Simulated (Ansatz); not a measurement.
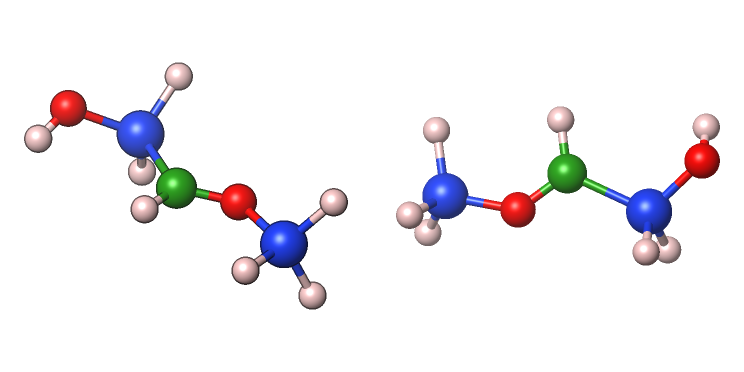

Two views of one molecule. Colours: oxygen red, silicon blue, boron green, hydrogen pink.

Count the atoms of each element.

Answer. BH₇O₂Si₂, 12 atoms: 1 boron, 7 hydrogen, 2 oxygen and 2 silicon.

How many bonds of each kind are drawn?

Answer. 5 Si–H, 2 O–Si, 1 B–Si, 1 B–O, 1 O–H, 1 B–H.

Write the SMILES.

Answer. O[SiH2]BO[SiH3]

Describe its rings.

Answer. It has no ring.

Name functional groups in it.

Answer. Among them: Si–H bond, Si–O bond, B–H bond.

More results for the same structure follow; atom numbers are the same in all pictures, views and colours differ. The geometry was computed by an optimisation with PBE0-D4/def2-TZVP. No frequency run is at hand to confirm it as a minimum.

Levels of theory compared

No frequency run is at hand to confirm it as a minimum. Program: Ansatz 0.2.0.

At this fixed geometry, give HOMO energy (eV), HOMO–LUMO gap (eV) at these levels: B3LYP-D4/def2-TZVPP; PBE-D4/def2-TZVPP; PBE0-D4/def2-TZVPP; r2SCAN-D4/def2-TZVPP; ωB97M-V/def2-TZVPP; ωB97X-V/def2-TZVPP.

```
               level  HOMO energy (eV)  HOMO–LUMO gap (eV)
 B3LYP-D4/def2-TZVPP             −7.17                5.66
   PBE-D4/def2-TZVPP             −6.05                3.78
  PBE0-D4/def2-TZVPP             −7.36                6.04
r2SCAN-D4/def2-TZVPP             −6.33                4.32
  ωB97M-V/def2-TZVPP             −9.55               10.17
  ωB97X-V/def2-TZVPP             −9.72               10.59
```

Dipole moment

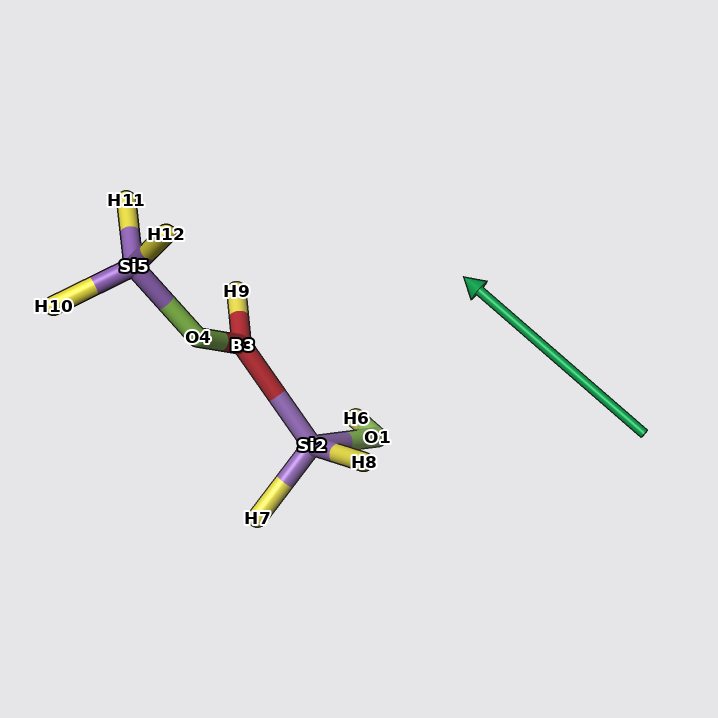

The arrow beside the molecule shows the direction of the dipole moment, from the negative to the positive end (its length means nothing). No frequency run is at hand to confirm it as a minimum. Method: RKS PBE-D4/def2-TZVPP (Ansatz 0.2.0).

Estimate the dipole moment.

Answer. 2.37 D; it points from the side of H8 to the side of H11 (the outermost atoms at the two ends).

Charges

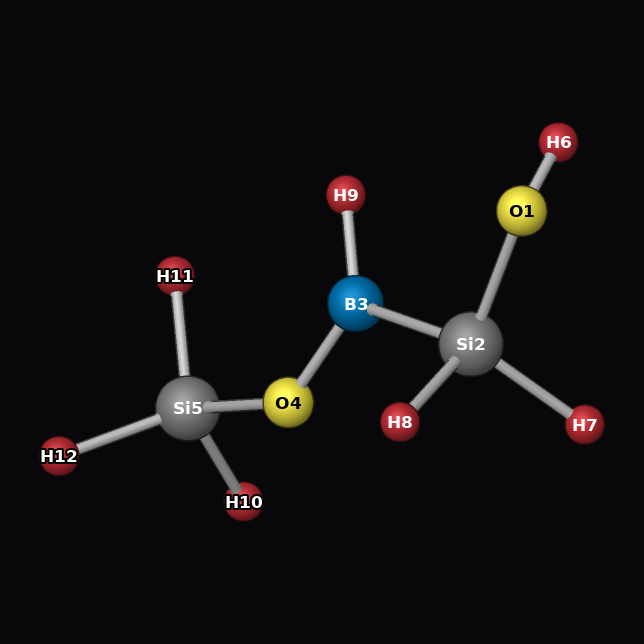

The questions are on Mulliken charges. No frequency run is at hand to confirm it as a minimum. Method: RKS ωB97M-V/def2-TZVPP (Ansatz 0.2.0).

Which atom carries the highest charge (most positive or least negative)?

Answer. Si2 (0.32 e).

And the lowest?

Answer. O1 (−0.39 e).

Give the Mulliken charges atom by atom.

```tsv
atom	value (e)
O1	−0.39
Si2	0.32
B3	0.04
O4	−0.29
Si5	0.30
H6	0.17
H7	−0.07
H8	−0.04
H9	0.03
H10	−0.02
H11	−0.02
H12	−0.02
```

Mulliken values depend strongly on the basis set and can even reverse the polarity of a bond.
